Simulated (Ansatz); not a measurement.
# Geometry relaxation of BH$_{2}$Cl

System: BH$_{2}$Cl.
Method: RKS PBE0-D4/def2-SVP (Ansatz 0.2.0).

The input holds or restrains some coordinates. It belongs to a series of runs on one base structure; here: pulled along the bonds that form and break, towards end B. Figures and captions count atoms from 1; the log counts them from 0 in places.

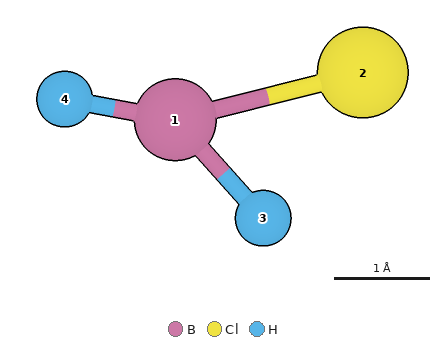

*The structure as given in the input (ball-and-stick view, seen on its broad side; atoms are numbered from 1 in the order of the input).*

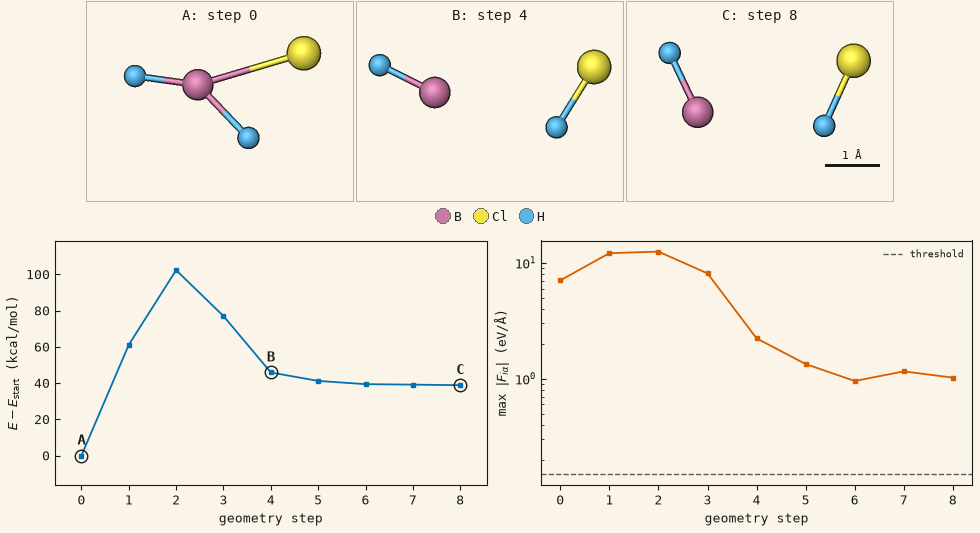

*Frames of the restrained relaxation (ball-and-stick view, seen at a tilt) above the curves, on which the letters mark them (the first geometry is step 0 here and step 1 in the log).*

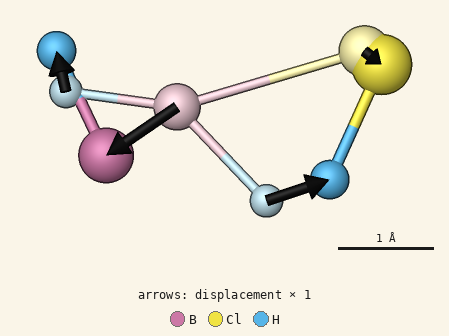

*Start (faint) and end (solid) with the displacements as black arrows, at true length (ball-and-stick view, seen at a tilt). The two geometries are laid on each other by the best rigid fit.*

B1 moves most after the best rigid fit: 0.91 Å. Largest moves by element: B 0.91 Å, H 0.70 Å, Cl 0.23 Å. Distances before and after: B1–Cl2 2.060 → 3.057 Å, B1–H3 1.390 → 2.384 Å, Cl2–H3 1.889 → 1.337 Å, B1–H4 1.190 → 1.242 Å. New bonds form: Cl2–H3 (1.89 → 1.34 Å). Bonds break: B1–Cl2 (2.06 → 3.06 Å). The energy rises by 38.8 kcal/mol in 8 geometry steps. Largest force component: 7.1 eV/Å at the start, 1 eV/Å at the end. (Atoms are counted from 1 in the order of the input.)

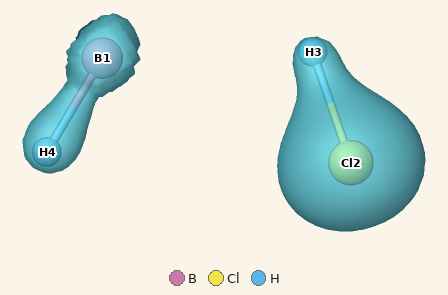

*Isosurface of the total electron density at 1 e/Å³ (cyan), seen face on.*

At this value the surface falls into two separate pieces. It is pinched off along the B···H (2.38 Å) contacts. On the grid the lowest density along these lines, outside the cores, is 0.12 e/Å³ (B···H, 2.38 Å), 1.2 e/Å³ (B–H, 1.24 Å) and 1.5 e/Å³ (Cl–H, 1.34 Å).

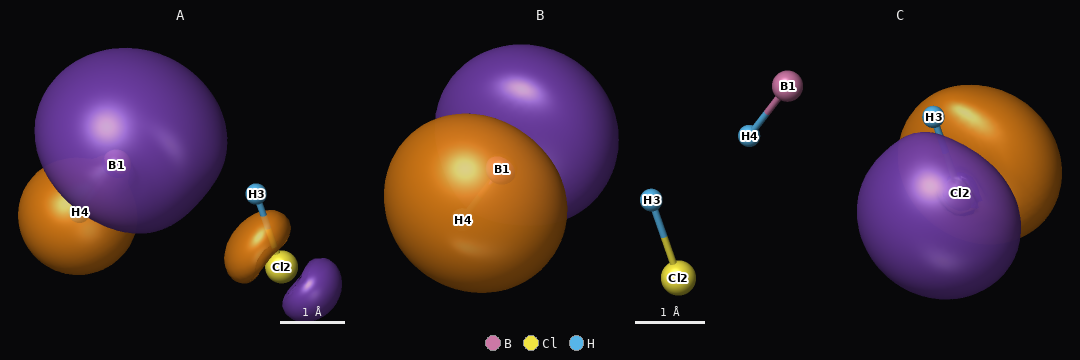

*Three frontier orbitals at ±0.1 Å⁻³ᐟ² (orange and purple are the two phases).*

C is the HOMO−1 (−9.24 eV). Its weight (Hirshfeld) is mainly on Cl2 (95 %); it changes sign across the molecular plane (π type). A is the HOMO (−6.76 eV). By Hirshfeld shares it lies mainly on B1 (80 %) and H4 (15 %); it is symmetric in the molecular plane (σ or in-plane lone-pair type). B is the LUMO (−2.42 eV). The HOMO–LUMO gap is 4.34 eV between the orbital energies.

The input that produced these results follows, with the program's output.

Input
```yaml
crystal:
  periodic: [false, false, false]
  atoms:
    - { symbol: B, position_ang: [0.0, 0.0, 0.0] }
    - { symbol: Cl, position_ang: [1.1911, 0.0, 1.6808] }
    - { symbol: H, position_ang: [1.3757, 0.0, -0.1988] }
    - { symbol: H, position_ang: [-1.0305, 0.0, -0.595] }
basis:
  gaussian: { orbitals: def2-SVP }
hamiltonian:
  xc: pbe0
  dispersion: d4
relax:
  f_tol: 0.15
  max_steps: 25
  restrain:
    - { distance: [1, 2], at: 1.37, k: 30.0 }
    - { distance: [0, 1], at: 3.06, k: 30.0 }
    - { distance: [0, 2], at: 2.39, k: 30.0 }
output:
  orbitals: {}
```

Launched with:
```bash
ansatz run input.yaml --threads 1 --pin off --max-ram 2048MiB --backend cpu --events-out ev --progress --plain --runs-dir out
```

The program's output
```
The last accepted step is kept in [file] (removed where the run ends without a failure and the disk answers)
Engine: ansatz 0.2.0, aarch64-unknown-linux-gnu
Functional definition: PBE0
  parameter a = 0.25
  parameter kappa = 0.804
  parameter beta = 0.06672455060314922
  exchange = (1 - a)*pbe_x(kappa = kappa, mu = beta*pi^2/3) + a*exact_x
  correlation = pbe_c(beta = beta)
449 factors; integrals over basis functions are off by at most 3.1e-4 eV
mean field evaluation 1: about -13218.7672 eV, gradient 8.9e0 eV
mean field evaluation 2: about -13218.8132 eV, gradient 8.9e0 eV
mean field evaluation 4: about -13219.0384 eV, gradient 5.1e-1 eV
mean field evaluation 8: about -13219.0384 eV, gradient 5.0e-3 eV
mean field -13219.03835556 eV, -485.7906993807 hartree, gradient 3.6e-5 eV, S^2 0.000000; 0 other end points of the search recorded, 0 dependent functions left out
the calculation of the forces begins
reference -13219.03837427 eV, -485.7907000684 hartree; 12, 12 occupied and 30, 30 virtual orbitals, 449 factors
relax step   1: F+E_penalty+E_count = -13219.07298425 eV  Δ(F+E_penalty+E_count) = +0.000e0 eV  max|allowed force component| = 7.064e0 eV/Å  E_restraint = 34.03365179 eV  max|allowed force component, restraints' pulls added| = 3.997e1 eV/Å  Δτ_max = 0.0000 Å  (24 SCF iters, accepted)
  distance Cl 1 - H 2 = 1.8886 Å
  distance B 0 - Cl 1 = 2.0601 Å
  distance B 0 - H 2 = 1.3900 Å
these checks for a lower state are left out or cut short: starts, cluster_reference, orbital_swaps, neighbouring_geometries, increment
449 factors; integrals over basis functions are off by at most 4.2e-4 eV
mean field evaluation 16: about -13216.3727 eV, gradient 6.8e-1 eV
mean field -13216.37881047 eV, -485.6929629015 hartree, gradient 2.2e-5 eV, S^2 0.000000; 0 other end points of the search recorded, 0 dependent functions left out
the calculation of the forces begins
reference -13216.37882987 eV, -485.6929636142 hartree; 12, 12 occupied and 30, 30 virtual orbitals, 449 factors
relax step   2: F+E_penalty+E_count = -13216.42170470 eV  Δ(F+E_penalty+E_count) = +2.651e0 eV  max|allowed force component| = 1.213e1 eV/Å  E_restraint = 19.15804588 eV  max|allowed force component, restraints' pulls added| = 2.331e1 eV/Å  Δτ_max = 0.1957 Å  (35 SCF iters, accepted)
  distance Cl 1 - H 2 = 1.8344 Å
  distance B 0 - Cl 1 = 2.3153 Å
  distance B 0 - H 2 = 1.6779 Å
these checks for a lower state are left out or cut short: starts, cluster_reference, orbital_swaps, neighbouring_geometries, increment
449 factors; integrals over basis functions are off by at most 9.8e-4 eV
mean field evaluation 32: about -13214.5950 eV, gradient 2.5e-5 eV
mean field -13214.59499864 eV, -485.6274090257 hartree, gradient 2.5e-5 eV, S^2 0.000000; 0 other end points of the search recorded, 0 dependent functions left out
the calculation of the forces begins
reference -13214.59501808 eV, -485.6274097402 hartree; 12, 12 occupied and 30, 30 virtual orbitals, 449 factors
relax step   3: F+E_penalty+E_count = -13214.63585575 eV  Δ(F+E_penalty+E_count) = +1.786e0 eV  max|allowed force component| = 1.251e1 eV/Å  E_restraint = 7.36394511 eV  max|allowed force component, restraints' pulls added| = 1.311e1 eV/Å  Δτ_max = 0.1961 Å  (36 SCF iters, accepted)
  distance Cl 1 - H 2 = 1.6959 Å
  distance B 0 - Cl 1 = 2.6066 Å
  distance B 0 - H 2 = 1.9668 Å
these checks for a lower state are left out or cut short: starts, cluster_reference, orbital_swaps, neighbouring_geometries, increment
451 factors; integrals over basis functions are off by at most 4.8e-4 eV
mean field -13215.69648247 eV, -485.6678878099 hartree, gradient 1.3e-5 eV, S^2 0.000000; 0 other end points of the search recorded, 0 dependent functions left out
the calculation of the forces begins
reference -13215.69650236 eV, -485.6678885410 hartree; 12, 12 occupied and 30, 30 virtual orbitals, 451 factors
relax step   4: F+E_penalty+E_count = -13215.73416029 eV  Δ(F+E_penalty+E_count) = -1.098e0 eV  max|allowed force component| = 8.113e0 eV/Å  E_restraint = 1.73292110 eV  max|allowed force component, restraints' pulls added| = 9.110e0 eV/Å  Δτ_max = 0.1950 Å  (31 SCF iters, accepted)
  distance Cl 1 - H 2 = 1.5135 Å
  distance B 0 - Cl 1 = 2.8293 Å
  distance B 0 - H 2 = 2.1857 Å
these checks for a lower state are left out or cut short: starts, cluster_reference, orbital_swaps, neighbouring_geometries, increment
451 factors; integrals over basis functions are off by at most 1.1e-3 eV
mean field -13217.04874219 eV, -485.7175824379 hartree, gradient 1.7e-5 eV, S^2 0.000000; 0 other end points of the search recorded, 0 dependent functions left out
the calculation of the forces begins
reference -13217.04876284 eV, -485.7175831969 hartree; 12, 12 occupied and 30, 30 virtual orbitals, 451 factors
relax step   5: F+E_penalty+E_count = -13217.08459314 eV  Δ(F+E_penalty+E_count) = -1.350e0 eV  max|allowed force component| = 2.230e0 eV/Å  E_restraint = 0.06591634 eV  max|allowed force component, restraints' pulls added| = 2.230e0 eV/Å  Δτ_max = 0.1936 Å  (26 SCF iters, accepted)
  distance Cl 1 - H 2 = 1.3272 Å
  distance B 0 - Cl 1 = 3.0103 Å
  distance B 0 - H 2 = 2.3805 Å
these checks for a lower state are left out or cut short: starts, cluster_reference, orbital_swaps, neighbouring_geometries, increment
451 factors; integrals over basis functions are off by at most 1.1e-3 eV
mean field -13217.25096010 eV, -485.7250138092 hartree, gradient 2.3e-5 eV, S^2 0.000000; 0 other end points of the search recorded, 0 dependent functions left out
the calculation of the forces begins
reference -13217.25098100 eV, -485.7250145774 hartree; 12, 12 occupied and 30, 30 virtual orbitals, 451 factors
relax step   6: F+E_penalty+E_count = -13217.28636992 eV  Δ(F+E_penalty+E_count) = -2.018e-1 eV  max|allowed force component| = 1.338e0 eV/Å  E_restraint = 0.04458226 eV  max|allowed force component, restraints' pulls added| = 1.703e0 eV/Å  Δτ_max = 0.1941 Å  (25 SCF iters, accepted)
  distance Cl 1 - H 2 = 1.3513 Å
  distance B 0 - Cl 1 = 3.1051 Å
  distance B 0 - H 2 = 2.4143 Å
these checks for a lower state are left out or cut short: starts, cluster_reference, orbital_swaps, neighbouring_geometries, increment
451 factors; integrals over basis functions are off by at most 1.1e-3 eV
mean field evaluation 64: about -13217.3282 eV, gradient 2.3e-5 eV
mean field -13217.32822412 eV, -485.7278532095 hartree, gradient 2.3e-5 eV, S^2 0.000000; 0 other end points of the search recorded, 0 dependent functions left out
the calculation of the forces begins
reference -13217.32824442 eV, -485.7278539557 hartree; 12, 12 occupied and 30, 30 virtual orbitals, 451 factors
relax step   7: F+E_penalty+E_count = -13217.36434403 eV  Δ(F+E_penalty+E_count) = -7.797e-2 eV  max|allowed force component| = 9.552e-1 eV/Å  E_restraint = 0.02096793 eV  max|allowed force component, restraints' pulls added| = 4.631e-1 eV/Å  Δτ_max = 0.1678 Å  (25 SCF iters, accepted)
  distance Cl 1 - H 2 = 1.3378 Å
  distance B 0 - Cl 1 = 3.0791 Å
  distance B 0 - H 2 = 2.3898 Å
these checks for a lower state are left out or cut short: starts, cluster_reference, orbital_swaps, neighbouring_geometries, increment
451 factors; integrals over basis functions are off by at most 1.1e-3 eV
mean field -13217.33861117 eV, -485.7282349265 hartree, gradient 8.3e-6 eV, S^2 0.000000; 0 other end points of the search recorded, 0 dependent functions left out
the calculation of the forces begins
reference -13217.33863137 eV, -485.7282356688 hartree; 12, 12 occupied and 30, 30 virtual orbitals, 451 factors
relax step   8: F+E_penalty+E_count = -13217.37552358 eV  Δ(F+E_penalty+E_count) = -1.118e-2 eV  max|allowed force component| = 1.155e0 eV/Å  E_restraint = 0.01536107 eV  max|allowed force component, restraints' pulls added| = 7.913e-1 eV/Å  Δτ_max = 0.1974 Å  (26 SCF iters, accepted)
  distance Cl 1 - H 2 = 1.3414 Å
  distance B 0 - Cl 1 = 3.0737 Å
  distance B 0 - H 2 = 2.3939 Å
these checks for a lower state are left out or cut short: starts, cluster_reference, orbital_swaps, neighbouring_geometries, increment
451 factors; integrals over basis functions are off by at most 1.1e-3 eV
mean field -13217.35186412 eV, -485.7287219637 hartree, gradient 1.1e-5 eV, S^2 0.000000; 0 other end points of the search recorded, 0 dependent functions left out
the calculation of the forces begins
reference -13217.35188422 eV, -485.7287227021 hartree; 12, 12 occupied and 30, 30 virtual orbitals, 451 factors
relax step   9: F+E_penalty+E_count = -13217.38884211 eV  Δ(F+E_penalty+E_count) = -1.332e-2 eV  max|allowed force component| = 1.021e0 eV/Å  E_restraint = 0.01716153 eV  max|allowed force component, restraints' pulls added| = 2.934e-2 eV/Å  Δτ_max = 0.0200 Å  (26 SCF iters, accepted)
  distance Cl 1 - H 2 = 1.3368 Å
  distance B 0 - Cl 1 = 3.0573 Å
  distance B 0 - H 2 = 2.3843 Å
451 factors; integrals over basis functions are off by at most 1.1e-3 eV
mean field evaluation 96: about -13217.3519 eV, gradient 1.1e-5 eV
mean field -13217.35186412 eV, -485.7287219637 hartree, gradient 1.1e-5 eV, S^2 0.000000; 1 other end points of the search recorded, 0 dependent functions left out
the calculation of the forces begins
reference -13217.35188422 eV, -485.7287227021 hartree; 12, 12 occupied and 30, 30 virtual orbitals, 451 factors
Total energy: -13217.38886220 eV, -485.7300816180 hartree
Atom 0 at    -0.284567     0.000000    -0.854455 Å, force     0.222322     0.000000     0.135138 eV/Å
Atom 1 at     1.447758     0.000000     1.664640 Å, force     0.191944     0.000000    -1.021067 eV/Å
Atom 2 at     1.763793    -0.000000     0.365756 Å, force    -0.384924    -0.000000     0.870512 eV/Å
Atom 3 at    -1.390684    -0.000000    -0.288941 Å, force    -0.029343    -0.000000     0.015417 eV/Å
Dipole moment:    -0.195270    -0.000000    -0.058301 e Å
```

Trajectory as extended XYZ (Å, eV, eV/Å), 9 frames, from step=1 to step=9
```
4
Properties=species:S:1:pos:R:3:forces:R:3 step=1 energy=-13219.07298
B     0.0000    0.0000    0.0000    7.0636   0.0000   1.1829
Cl    1.1911    0.0000    1.6808   -2.8621   0.0000   0.8273
H     1.3757    0.0000   -0.1988   -3.5213   0.0000  -2.8106
H    -1.0305    0.0000   -0.5950   -0.6803   0.0000   0.8003
4
Properties=species:S:1:pos:R:3:forces:R:3 step=2 energy=-13216.42171
B    -0.1730    0.0000   -0.0914   12.1280   0.0000   2.8584
Cl    1.2860    0.0000    1.7063   -2.2203   0.0000   0.6406
H     1.5048    0.0000   -0.1150   -4.1709   0.0000  -1.9391
H    -1.0815    0.0000   -0.6129   -5.7367   0.0000  -1.5599
4
Properties=species:S:1:pos:R:3:forces:R:3 step=3 energy=-13214.63586
B    -0.3204    0.0000   -0.2188   12.5055   0.0000   2.1768
Cl    1.4227    0.0000    1.7192    0.4602   0.0000  -0.8234
H     1.6298    0.0000    0.0360   -2.5451   0.0000   1.7634
H    -1.1958    0.0000   -0.6495  -10.4206   0.0000  -3.1168
4
Properties=species:S:1:pos:R:3:forces:R:3 step=4 energy=-13215.73416
B    -0.3913    0.0000   -0.3440    8.1127   0.0000   0.9272
Cl    1.5538    0.0000    1.7107    1.0972   0.0000  -2.2945
H     1.7239    0.0000    0.2068   -1.2011   0.0000   3.2891
H    -1.3502    0.0000   -0.6866   -8.0088   0.0000  -1.9218
4
Properties=species:S:1:pos:R:3:forces:R:3 step=5 energy=-13217.08459
B    -0.4043    0.0000   -0.4851    2.1772   0.0000  -0.4652
Cl    1.6691    0.0000    1.6973    0.5050   0.0000  -0.4194
H     1.8142    0.0000    0.3781   -0.4527   0.0000   0.9158
H    -1.5427    0.0000   -0.7032   -2.2295   0.0000  -0.0312
4
Properties=species:S:1:pos:R:3:forces:R:3 step=6 energy=-13217.28637
B    -0.3325    0.0000   -0.6655   -0.4577   0.0000  -0.2807
Cl    1.6413    0.0000    1.7315    0.3200   0.0000  -1.2132
H     1.8368    0.0000    0.3944   -0.4869   0.0000   1.3379
H    -1.6093    0.0000   -0.5735    0.6246   0.0000   0.1560
4
Properties=species:S:1:pos:R:3:forces:R:3 step=7 energy=-13217.36434
B    -0.2999    0.0000   -0.7606   -0.0671   0.0000  -0.0354
Cl    1.5527    0.0000    1.6988    0.2082   0.0000  -0.9552
H     1.7982    0.0000    0.3836   -0.4121   0.0000   0.9363
H    -1.5148    0.0000   -0.4348    0.2710   0.0000   0.0543
4
Properties=species:S:1:pos:R:3:forces:R:3 step=8 energy=-13217.37552
B    -0.2797    0.0000   -0.8739   -0.1940   0.0000   0.3899
Cl    1.4460    0.0000    1.6697    0.2205   0.0000  -1.1555
H     1.7673    0.0000    0.3674   -0.4058   0.0000   0.9902
H    -1.3972    0.0000   -0.2762    0.3793   0.0000  -0.2246
4
Properties=species:S:1:pos:R:3:forces:R:3 step=9 energy=-13217.38884
B    -0.2846    0.0000   -0.8545    0.2223   0.0000   0.1351
Cl    1.4478    0.0000    1.6646    0.1919   0.0000  -1.0211
H     1.7638    0.0000    0.3658   -0.3849   0.0000   0.8705
H    -1.3907    0.0000   -0.2889   -0.0293   0.0000   0.0154
```

Results in brief

```tsv
quantity	value
outcome	converged under the restraints of the input
total energy	−13217.3889 eV
mean-field energy	−13217.3519 eV
largest force (length of the vector) at the end, held atoms and coordinates included	1.039 eV/Å
hardware	1 thread of Arm Neoverse V1, 24 GiB of memory available, shared host
wall time	8.1 s
peak memory	0.097 GiB
```
